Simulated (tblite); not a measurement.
## Run report: CHCl$_{3}$, molecular dynamics

The run: molecular dynamics of CHCl$_{3}$ (chloroform). Method and program: GFN2-xTB Langevin dynamics, gas phase (tblite 0.8.0).

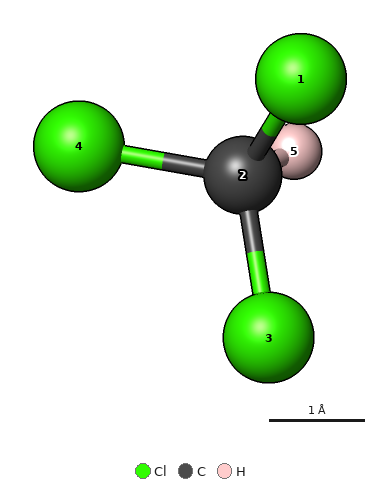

Fig. 1: The structure as given in the input (ball-and-stick view, seen at a tilt; atoms are numbered from 1 in the order of the input). Bond lengths as drawn: C–Cl 1.77 Å and C–H 1.09 Å.

### The input
```
{"job": {"kind": "md", "xc": "GFN2-xTB", "basis": "xTB", "temperature": 300, "steps": 2000, "every": 50}, "charge": 0, "multiplicity": 1}
Cl    -0.606309     1.549197    -0.490736
C     -0.006357     0.000465     0.118936
Cl    -0.987508    -1.327474    -0.516748
Cl     1.689085    -0.220184    -0.336361
H     -0.080289     0.000849     1.207723
```

The first line tells a small driver script what to run in tblite; the rest is the geometry in Å.

Launched with:
```bash
OMP_NUM_THREADS=1 python <driver script> task.json out
```

### Log
```
t/fs     T/K      E/eV
    0.0   116.4   -443.08449
   25.0   227.2   -443.05986
   50.0   203.0   -442.98613
   75.0   205.9   -443.01054
  100.0   349.6   -442.96786
  125.0   290.4   -442.90929
  150.0   224.1   -442.79878
  175.0   234.0   -442.79569
  200.0   386.3   -442.94030
  225.0   124.8   -442.93060
  250.0   269.2   -442.99907
  275.0   162.6   -442.99028
  300.0   189.7   -442.95405
  325.0   299.6   -442.99337
  350.0   341.3   -442.98962
  375.0   366.9   -442.97145
  400.0   361.7   -442.98387
  425.0   233.4   -442.93706
  450.0   241.0   -442.93752
  475.0   207.4   -442.92563
  500.0   314.2   -443.03783
  525.0   418.4   -442.97961
  550.0   247.2   -442.90668
  575.0   392.7   -443.03051
  600.0   308.1   -442.98407
  625.0   435.1   -442.96605
  650.0   324.5   -443.02110
  675.0   233.6   -442.97780
  700.0   257.8   -443.00279
  725.0   215.4   -443.00516
  750.0   297.2   -443.01301
  775.0   225.3   -443.03268
  800.0   262.4   -443.05069
  825.0   123.3   -442.94675
  850.0   210.5   -443.01914
  875.0   240.8   -442.96436
  900.0   221.6   -442.89126
  925.0   349.6   -442.89402
  950.0   420.7   -442.96823
  975.0   464.7   -442.93047
 1000.0   337.3   -442.86351
```

### Trajectory as extended XYZ (Å, eV, eV/Å), 41 frames, from step=0 to step=40
```
5
Properties=species:S:1:pos:R:3:forces:R:3 step=0 time_fs=0.0 energy=-443.08449 temperature=116.4
Cl   -0.6063    1.5492   -0.4907    0.0007   0.0013  -0.0028
C    -0.0064    0.0005    0.1189   -0.0013   0.0012  -0.0012
Cl   -0.9875   -1.3275   -0.5167    0.0005  -0.0007  -0.0011
Cl    1.6891   -0.2202   -0.3364   -0.0024   0.0005   0.0004
H    -0.0803    0.0008    1.2077    0.0026  -0.0023   0.0047
5
Properties=species:S:1:pos:R:3:forces:R:3 step=1 time_fs=25.0 energy=-443.05986 temperature=227.2
Cl   -0.6522    1.5395   -0.4856    0.2838  -0.0726  -0.0433
C     0.0085   -0.0209    0.1080   -0.5208   0.3825   0.3831
Cl   -1.0046   -1.3066   -0.5334    0.0151  -0.2552  -0.0881
Cl    1.6941   -0.2447   -0.3114   -0.0086   0.0651  -0.0408
H    -0.1253    0.0093    1.2002    0.2305  -0.1199  -0.2108
5
Properties=species:S:1:pos:R:3:forces:R:3 step=2 time_fs=50.0 energy=-442.98613 temperature=203.0
Cl   -0.6955    1.5641   -0.4634    0.4909  -0.5772  -0.1584
C    -0.0380   -0.0459    0.0742    0.1096   0.5158  -0.5099
Cl   -0.9935   -1.3478   -0.6293    0.2530   0.1985   0.0657
Cl    1.7347   -0.2641   -0.2788   -1.0572   0.2540   0.1055
H    -0.2007    0.0132    1.1359    0.2037  -0.3911   0.4972
5
Properties=species:S:1:pos:R:3:forces:R:3 step=3 time_fs=75.0 energy=-443.01054 temperature=205.9
Cl   -0.7363    1.4950   -0.4315    0.2257   0.3472  -0.2374
C    -0.0603   -0.0324    0.0740    0.3825  -0.1266   0.4902
Cl   -0.9824   -1.3238   -0.7026    0.2934  -0.0589   0.1276
Cl    1.7412   -0.1912   -0.2568   -1.0172   0.1482   0.0168
H    -0.1820   -0.0597    1.1724    0.1155  -0.3099  -0.3972
5
Properties=species:S:1:pos:R:3:forces:R:3 step=4 time_fs=100.0 energy=-442.96786 temperature=349.6
Cl   -0.7079    1.4517   -0.3584   -0.0390   0.4641   0.3386
C    -0.0186   -0.1281    0.1400   -1.1649   0.5392  -0.2117
Cl   -1.0201   -1.2793   -0.7460    0.0921  -0.7107  -0.0670
Cl    1.6226   -0.1332   -0.2753    1.1920  -0.3337  -0.2726
H    -0.1543   -0.2822    1.2051   -0.0801   0.0411   0.2126
5
Properties=species:S:1:pos:R:3:forces:R:3 step=5 time_fs=125.0 energy=-442.90929 temperature=290.4
Cl   -0.7137    1.5246   -0.2055   -0.5900   0.2550   0.2775
C    -0.2271   -0.0839    0.1602    1.7132  -0.3870  -1.1320
Cl   -1.0209   -1.3126   -0.8013   -0.2666   0.0410  -0.0118
Cl    1.5853   -0.1127   -0.3298   -0.4399  -0.1821   0.1947
H    -0.1730   -0.4126    1.1777   -0.4168   0.2731   0.6717
5
Properties=species:S:1:pos:R:3:forces:R:3 step=6 time_fs=150.0 energy=-442.79878 temperature=224.1
Cl   -0.7657    1.6300   -0.1101   -0.0571  -1.0300   0.0021
C    -0.1272   -0.0670    0.0425   -1.6078  -0.8140   1.0810
Cl   -1.0137   -1.3907   -0.8753   -0.0427   0.7797  -0.2344
Cl    1.4859   -0.0996   -0.3439    1.7969   0.0603  -0.6038
H    -0.2501   -0.5085    1.0617   -0.0892   1.0040  -0.2449
5
Properties=species:S:1:pos:R:3:forces:R:3 step=7 time_fs=175.0 energy=-442.79569 temperature=234.0
Cl   -0.7914    1.6459   -0.0487   -0.3324  -0.9283  -0.1579
C    -0.2702   -0.0880    0.0882    0.8571   0.3494   1.2160
Cl   -0.9143   -1.3303   -0.8999   -0.8531  -0.0080  -0.5950
Cl    1.5003   -0.0218   -0.3788   -0.3625  -0.0717   0.6261
H    -0.4765   -0.4258    1.1607    0.6909   0.6587  -1.0893
5
Properties=species:S:1:pos:R:3:forces:R:3 step=8 time_fs=200.0 energy=-442.94030 temperature=386.3
Cl   -0.8705    1.5609   -0.0252   -0.1664   0.1274  -0.0990
C    -0.0457   -0.0150    0.1016   -2.1264  -0.3311   0.3645
Cl   -0.9167   -1.2494   -0.9114   -0.1158   0.1596   0.1333
Cl    1.5123    0.0831   -0.4161    2.1665   0.1582  -0.4439
H    -0.1809   -0.3275    1.1393    0.2420  -0.1141   0.0450
5
Properties=species:S:1:pos:R:3:forces:R:3 step=9 time_fs=225.0 energy=-442.93060 temperature=124.8
Cl   -1.0029    1.5289    0.0008    0.2638   0.0882  -0.0790
C    -0.1437   -0.0043    0.0909    0.8120   0.7853  -1.8647
Cl   -0.9674   -1.1876   -0.8735    0.0420  -0.2460  -0.2265
Cl    1.6550    0.1672   -0.4778   -1.3858  -0.0468   0.3979
H    -0.1325   -0.3063    1.0831    0.2681  -0.5807   1.7724
5
Properties=species:S:1:pos:R:3:forces:R:3 step=10 time_fs=250.0 energy=-442.99907 temperature=269.2
Cl   -1.0258    1.5192    0.0088    0.1913   0.4630   0.0410
C    -0.0340    0.0418    0.0571   -1.0715   0.1287  -0.1919
Cl   -0.9863   -1.1471   -0.8520    0.1883  -0.4306  -0.1950
Cl    1.5588    0.2479   -0.5183    0.7309   0.1802  -0.5195
H     0.0143   -0.2673    1.0760   -0.0389  -0.3412   0.8655
5
Properties=species:S:1:pos:R:3:forces:R:3 step=11 time_fs=275.0 energy=-442.99028 temperature=162.6
Cl   -1.0239    1.5347    0.0535   -0.1483   0.2097   0.2352
C    -0.1403    0.0235    0.1382    0.3797  -0.2494   0.7193
Cl   -0.9726   -1.1613   -0.8760    0.0190  -0.1798   0.2579
Cl    1.4901    0.3058   -0.5698   -0.1905  -0.1694   0.3782
H    -0.0575   -0.3254    1.2362   -0.0599   0.3889  -1.5906
5
Properties=species:S:1:pos:R:3:forces:R:3 step=12 time_fs=300.0 energy=-442.95405 temperature=189.7
Cl   -0.9907    1.5882    0.1280   -0.2116  -0.4792  -0.0119
C    -0.1538    0.0053    0.0623    0.4889  -0.1633   1.6744
Cl   -0.9624   -1.2290   -0.8976   -0.1671   0.2235   0.1763
Cl    1.4383    0.3069   -0.5715    0.6804   0.0409  -0.4478
H     0.0566   -0.3596    1.1418   -0.7907   0.3779  -1.3910
5
Properties=species:S:1:pos:R:3:forces:R:3 step=13 time_fs=325.0 energy=-442.99337 temperature=299.6
Cl   -1.0509    1.5605    0.2440    0.3979  -1.0787  -0.1813
C    -0.1503   -0.0120    0.0637    0.2054  -0.1369   0.1498
Cl   -1.0154   -1.2643   -0.9089    0.1749   0.7723   0.3906
Cl    1.4504    0.2843   -0.6525   -0.3114   0.0878  -0.0591
H     0.0732   -0.4598    1.0514   -0.4668   0.3555  -0.3000
5
Properties=species:S:1:pos:R:3:forces:R:3 step=14 time_fs=350.0 energy=-442.98962 temperature=341.3
Cl   -1.0929    1.4312    0.2749    0.1159  -0.0712   0.1605
C    -0.1468   -0.0542    0.0695   -0.2038   1.0204  -2.0535
Cl   -1.0202   -1.1643   -0.9639   -0.3440  -0.3129  -0.3696
Cl    1.4191    0.3111   -0.6906    0.0593   0.1087   0.0813
H     0.0198   -0.5617    0.9485    0.3726  -0.7450   2.1813
5
Properties=species:S:1:pos:R:3:forces:R:3 step=15 time_fs=375.0 energy=-442.97145 temperature=366.9
Cl   -1.1764    1.2970    0.3063   -0.1472   0.9648   0.3545
C    -0.1204   -0.0447    0.0408   -0.7956  -0.4657  -0.9076
Cl   -1.0531   -1.1240   -1.0505    0.0431  -0.4189  -0.3963
Cl    1.3947    0.3649   -0.6885    0.4109   0.1929  -0.0214
H    -0.0339   -0.6254    0.9259    0.4888  -0.2731   0.9709
5
Properties=species:S:1:pos:R:3:forces:R:3 step=16 time_fs=400.0 energy=-442.98387 temperature=361.7
Cl   -1.2430    1.2934    0.3324    0.3628  -0.1500  -0.1397
C    -0.2213   -0.1510   -0.0179    0.2179   0.2855   1.2909
Cl   -1.1066   -1.1831   -1.0955    0.2120  -0.1681  -0.2028
Cl    1.4041    0.3752   -0.6586   -0.9303  -0.3732   0.2879
H    -0.0952   -0.6532    0.9977    0.1376   0.4058  -1.2364
5
Properties=species:S:1:pos:R:3:forces:R:3 step=17 time_fs=425.0 energy=-442.93706 temperature=233.4
Cl   -1.2577    1.3225    0.2578   -0.0627  -0.1126  -0.2238
C    -0.2659   -0.1048   -0.0841    0.2647  -0.5917   1.6957
Cl   -1.1555   -1.2768   -1.1327    0.6478   0.6398   0.3929
Cl    1.3340    0.4092   -0.6294   -0.1807  -0.1381  -0.5255
H    -0.0265   -0.5706    0.9423   -0.6691   0.2025  -1.3393
5
Properties=species:S:1:pos:R:3:forces:R:3 step=18 time_fs=450.0 energy=-442.93752 temperature=241.0
Cl   -1.2595    1.3337    0.1558   -0.7327  -0.0086   0.1192
C    -0.3718   -0.1624   -0.0517    1.0337   0.2944   0.5111
Cl   -1.1278   -1.3037   -1.1678    0.1706   0.2639   0.3999
Cl    1.2266    0.4104   -0.6329    0.3101  -0.3407  -0.4561
H    -0.0848   -0.5677    0.9453   -0.7817  -0.2090  -0.5741
5
Properties=species:S:1:pos:R:3:forces:R:3 step=19 time_fs=475.0 energy=-442.92563 temperature=207.4
Cl   -1.2648    1.3766    0.0660   -0.4555  -0.3088   0.3624
C    -0.3242   -0.1272   -0.0276   -0.5417   0.7353  -2.1158
Cl   -1.0809   -1.2806   -1.2185    0.0735   0.3072   0.5677
Cl    1.1959    0.3776   -0.6693    1.0972  -0.0464  -0.3194
H    -0.1488   -0.6049    0.8820   -0.1734  -0.6872   1.5051
5
Properties=species:S:1:pos:R:3:forces:R:3 step=20 time_fs=500.0 energy=-443.03783 temperature=314.2
Cl   -1.3085    1.3840    0.0163   -0.1755  -0.1223   0.0108
C    -0.3605   -0.0867   -0.1425    0.4630   0.2701  -0.8649
Cl   -1.0431   -1.2687   -1.2482   -0.3688  -0.0190  -0.2463
Cl    1.2649    0.3560   -0.7688   -0.0779  -0.0352   0.2010
H    -0.2581   -0.5975    0.7864    0.1592  -0.0937   0.8994
5
Properties=species:S:1:pos:R:3:forces:R:3 step=21 time_fs=525.0 energy=-442.97961 temperature=418.4
Cl   -1.3260    1.3479   -0.0721    0.6340  -0.4871  -0.0805
C    -0.2435   -0.1049   -0.2131   -0.8439  -0.6350   0.8234
Cl   -1.0681   -1.3197   -1.2292    0.0314   0.1396  -0.1457
Cl    1.3328    0.2579   -0.8905   -0.2626   0.0854   0.3097
H    -0.2288   -0.6213    0.8001    0.4410   0.8972  -0.9069
5
Properties=species:S:1:pos:R:3:forces:R:3 step=22 time_fs=550.0 energy=-442.90668 temperature=247.2
Cl   -1.3362    1.2776   -0.1956    0.3108   0.4223  -0.3485
C    -0.2591   -0.1146   -0.3171   -0.3802  -0.8818   1.7277
Cl   -1.1029   -1.3680   -1.2465    0.2099  -0.0147  -0.2207
Cl    1.3914    0.1731   -0.9551   -0.8423   0.0613   0.3398
H    -0.2748   -0.5067    0.7746    0.7018   0.4129  -1.4983
5
Properties=species:S:1:pos:R:3:forces:R:3 step=23 time_fs=575.0 energy=-443.03051 temperature=392.7
Cl   -1.3270    1.2428   -0.3604    0.2132  -0.1491  -0.0027
C    -0.2762   -0.2148   -0.3735    0.1049   0.2715   1.2441
Cl   -1.0455   -1.4521   -1.3334    0.0356  -0.2129   0.0196
Cl    1.3318    0.1793   -0.9634    0.1329   0.0895  -0.2857
H    -0.1094   -0.5136    0.7044   -0.4867   0.0010  -0.9753
5
Properties=species:S:1:pos:R:3:forces:R:3 step=24 time_fs=600.0 energy=-442.98407 temperature=308.1
Cl   -1.2855    1.1762   -0.5247   -0.6412   0.2600   0.1724
C    -0.3327   -0.2623   -0.4035    0.3362   0.1737  -2.0174
Cl   -1.0167   -1.5867   -1.4406    0.2143   0.4264   0.4819
Cl    1.2836    0.1910   -1.0137    0.2021  -0.2851  -0.0476
H    -0.1959   -0.5845    0.5818   -0.1114  -0.5750   1.4107
5
Properties=species:S:1:pos:R:3:forces:R:3 step=25 time_fs=625.0 energy=-442.96605 temperature=435.1
Cl   -1.3065    1.1217   -0.6532   -0.2629  -0.4129   0.1056
C    -0.2895   -0.3676   -0.5787    0.0052   0.9825  -0.2741
Cl   -0.9553   -1.6884   -1.4806   -0.0834  -0.1216  -0.2693
Cl    1.2902    0.1707   -1.0957    0.7609  -0.1241  -0.6225
H    -0.1107   -0.6504    0.4295   -0.4198  -0.3239   1.0603
5
Properties=species:S:1:pos:R:3:forces:R:3 step=26 time_fs=650.0 energy=-443.02110 temperature=324.5
Cl   -1.3616    1.0384   -0.7557   -0.2758   0.1639  -0.1518
C    -0.2546   -0.2936   -0.6151    0.1405  -0.6343   0.4807
Cl   -0.8988   -1.7779   -1.4870    0.3735   0.7841   0.4912
Cl    1.3383    0.1533   -1.2129    0.0596  -0.0692  -0.2607
H    -0.1100   -0.5044    0.4663   -0.2978  -0.2445  -0.5594
5
Properties=species:S:1:pos:R:3:forces:R:3 step=27 time_fs=675.0 energy=-442.97780 temperature=233.6
Cl   -1.4485    0.9835   -0.8875    0.6158  -0.5920   0.0402
C    -0.2465   -0.3962   -0.6733    0.1157   1.0769   1.1533
Cl   -0.8225   -1.8042   -1.4376   -0.1372  -0.5106  -0.3964
Cl    1.3737    0.1236   -1.3137   -0.7670  -0.2520   0.3345
H    -0.1895   -0.5746    0.4460    0.1727   0.2777  -1.1316
5
Properties=species:S:1:pos:R:3:forces:R:3 step=28 time_fs=700.0 energy=-443.00279 temperature=257.8
Cl   -1.4640    0.9084   -0.9800    0.0452   0.2918  -0.1287
C    -0.2023   -0.2714   -0.7082   -0.8656  -1.2077  -0.0200
Cl   -0.8024   -1.8825   -1.4278    0.2522   0.5740   0.2784
Cl    1.3158    0.1010   -1.4278    0.2582   0.2588  -0.0239
H    -0.1561   -0.4612    0.3684    0.3100   0.0831  -0.1057
5
Properties=species:S:1:pos:R:3:forces:R:3 step=29 time_fs=725.0 energy=-443.00516 temperature=215.4
Cl   -1.4553    0.8380   -1.0235   -0.3287   0.3060   0.1477
C    -0.2747   -0.4261   -0.7093    0.3491   0.7760  -1.0335
Cl   -0.8305   -1.9068   -1.3536   -0.2239  -0.9820  -0.4937
Cl    1.2622    0.1072   -1.5065   -0.1165  -0.2587   0.2663
H    -0.1278   -0.5628    0.3294    0.3200   0.1587   1.1132
5
Properties=species:S:1:pos:R:3:forces:R:3 step=30 time_fs=750.0 energy=-443.01301 temperature=297.2
Cl   -1.5018    0.8246   -1.0763   -0.4529   0.3469  -0.0280
C    -0.2827   -0.3624   -0.7247   -0.0548  -0.3468  -0.4674
Cl   -0.8910   -1.9874   -1.3099    0.3948   0.6150   0.5130
Cl    1.1906    0.0665   -1.5849    0.2349  -0.1205  -0.0973
H    -0.0612   -0.3137    0.3396   -0.1220  -0.4946   0.0797
5
Properties=species:S:1:pos:R:3:forces:R:3 step=31 time_fs=775.0 energy=-443.03268 temperature=225.3
Cl   -1.5930    0.8428   -1.0673    0.2168  -0.3254  -0.0932
C    -0.3516   -0.4256   -0.8127    0.2628   0.6175   0.1435
Cl   -0.9611   -2.0139   -1.2783    0.2322   0.3583   0.0772
Cl    1.1675    0.0354   -1.6610   -0.4367  -0.2545  -0.0941
H    -0.0690   -0.3612    0.2438   -0.2752  -0.3960  -0.0333
5
Properties=species:S:1:pos:R:3:forces:R:3 step=32 time_fs=800.0 energy=-443.05069 temperature=262.4
Cl   -1.6381    0.8187   -1.0377    0.0324   0.3005  -0.1494
C    -0.3626   -0.3517   -0.7895    0.2582  -0.3644   0.6004
Cl   -0.9872   -1.9601   -1.2592    0.1605   0.1140   0.1659
Cl    1.1281   -0.0209   -1.6893   -0.1829   0.1521  -0.0995
H    -0.0802   -0.3363    0.2867   -0.2682  -0.2022  -0.5173
5
Properties=species:S:1:pos:R:3:forces:R:3 step=33 time_fs=825.0 energy=-442.94675 temperature=123.3
Cl   -1.6282    0.8449   -1.0018   -0.1388   0.5408   0.1702
C    -0.4085   -0.3307   -0.6778    0.5025  -0.8453  -0.5143
Cl   -0.9995   -1.9018   -1.2299   -0.3474  -0.5714   0.0519
Cl    1.0574   -0.0666   -1.7290   -0.2176   0.3392   0.6874
H    -0.1838   -0.4756    0.3913    0.2013   0.5367  -0.3951
5
Properties=species:S:1:pos:R:3:forces:R:3 step=34 time_fs=850.0 energy=-443.01914 temperature=210.5
Cl   -1.5750    0.9157   -0.9982   -0.1546   0.2388  -0.0847
C    -0.3732   -0.3520   -0.7705   -0.7118  -0.4968   0.5639
Cl   -1.0750   -1.9250   -1.2163   -0.1420  -0.2712  -0.3562
Cl    1.0525   -0.0348   -1.6858    0.4948   0.1077  -0.1059
H    -0.2324   -0.4845    0.3060    0.5136   0.4215  -0.0171
5
Properties=species:S:1:pos:R:3:forces:R:3 step=35 time_fs=875.0 energy=-442.96436 temperature=240.8
Cl   -1.5521    0.9975   -1.0168    0.1199  -0.6871   0.1704
C    -0.4256   -0.3692   -0.7430    0.2220   0.2158  -0.1714
Cl   -1.1302   -1.9713   -1.2468    0.5271   1.1264   0.1622
Cl    1.0920    0.0966   -1.6508   -0.7281  -0.6533   0.4393
H    -0.1761   -0.4260    0.3356   -0.1409  -0.0019  -0.6006
5
Properties=species:S:1:pos:R:3:forces:R:3 step=36 time_fs=900.0 energy=-442.89126 temperature=221.6
Cl   -1.5421    1.0442   -0.9927   -0.6051   0.1227  -0.4534
C    -0.4025   -0.2817   -0.8460   -0.1853  -0.0316   1.2775
Cl   -1.0918   -1.8928   -1.2727    0.3558   0.7074  -0.1393
Cl    1.1003    0.1770   -1.5475    0.7037  -0.1861  -1.0239
H    -0.1565   -0.2625    0.2164   -0.2691  -0.6123   0.3391
5
Properties=species:S:1:pos:R:3:forces:R:3 step=37 time_fs=925.0 energy=-442.89402 temperature=349.6
Cl   -1.6054    1.1192   -0.9594    0.6209  -0.8291   0.3252
C    -0.4301   -0.2292   -0.5845    0.1759   0.6868  -2.2953
Cl   -1.0372   -1.7650   -1.2962    0.2536   0.7797   0.8143
Cl    1.1458    0.1614   -1.4850   -0.8582  -0.1749   0.5577
H    -0.1646   -0.1781    0.4473   -0.1922  -0.4624   0.5982
5
Properties=species:S:1:pos:R:3:forces:R:3 step=38 time_fs=950.0 energy=-442.96823 temperature=420.7
Cl   -1.5459    1.1199   -0.8861   -0.0987   0.3949  -0.3584
C    -0.3841   -0.2064   -0.6659   -0.1770   0.5989   1.5559
Cl   -1.0034   -1.6545   -1.3027   -0.6775  -1.2192  -0.3935
Cl    1.1712    0.0771   -1.3432    0.8843   0.5360  -0.4454
H    -0.2811   -0.2483    0.4391    0.0690  -0.3106  -0.3586
5
Properties=species:S:1:pos:R:3:forces:R:3 step=39 time_fs=975.0 energy=-442.93047 temperature=464.7
Cl   -1.5388    1.1065   -0.8163    0.5370   0.0266   0.1444
C    -0.3725   -0.1811   -0.4668   -0.4978  -0.9242  -0.2664
Cl   -1.0225   -1.6615   -1.3494    0.1415   0.3497   0.5935
Cl    1.2512    0.0413   -1.1777   -0.5287   0.3407   0.6039
H    -0.3928   -0.3927    0.6393    0.3480   0.2073  -1.0755
5
Properties=species:S:1:pos:R:3:forces:R:3 step=40 time_fs=1000.0 energy=-442.86351 temperature=337.3
Cl   -1.5608    1.1008   -0.7536    0.7553  -0.3136   0.2323
C    -0.4019   -0.2984   -0.5366   -0.6616  -0.1131   1.1087
Cl   -1.0601   -1.6242   -1.3945   -0.3779  -1.0273  -1.3236
Cl    1.2549    0.0342   -0.9702   -0.0138   0.2764  -0.0776
H    -0.4667   -0.7412    0.4805    0.2980   1.1776   0.0602
```

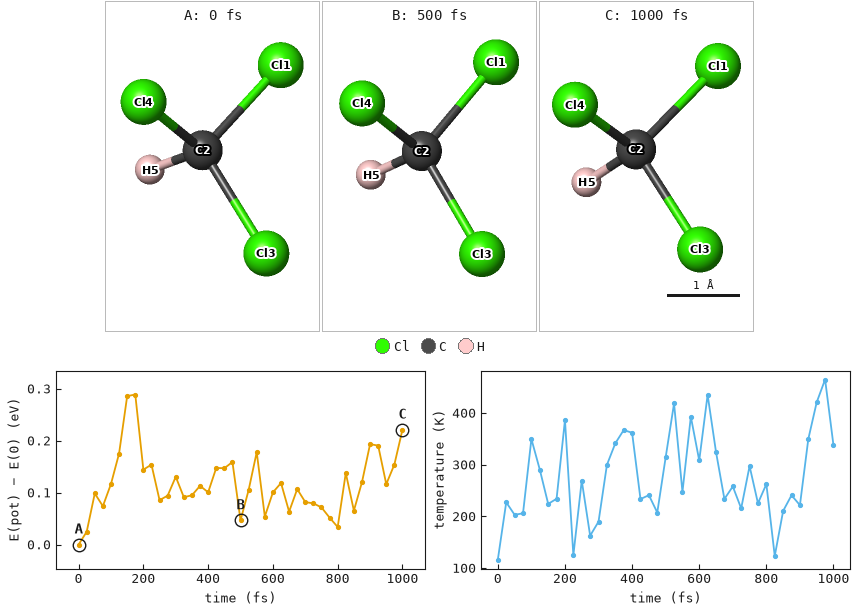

Fig. 2: Frames of the molecular dynamics (ball-and-stick, seen at a tilt) above the curves, on which the letters mark them. The trajectory kept here has 41 frames over 1000 fs. The temperature starts at 116 K, ranges from 116 to 465 K and averages 300 K over the second half. The potential energy ends 0.221 eV above its first value. After an unweighted best fit of the last frame on the first, the root-mean-square displacement is 0.09 Å.

### Summary

- outcome: finished
- mean temperature over the second half: 300 K
- trajectory: 41 frames kept, 1000 fs
- hardware: 1 CPU thread, shared host
- wall time: 11 s
- peak memory: 0.18 GiB
